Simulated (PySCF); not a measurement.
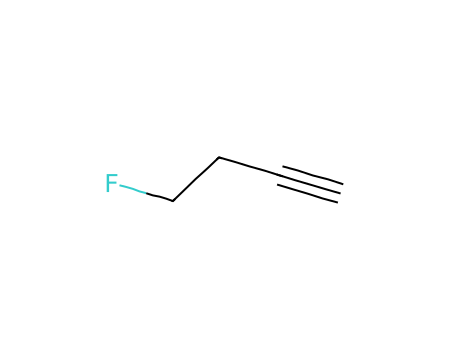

Simulated data, not a measurement (program: PySCF).

2D structure.

### Transcribe the drawing into SMILES.

C#CCCF

### What is the molecular formula?

C4H5F.
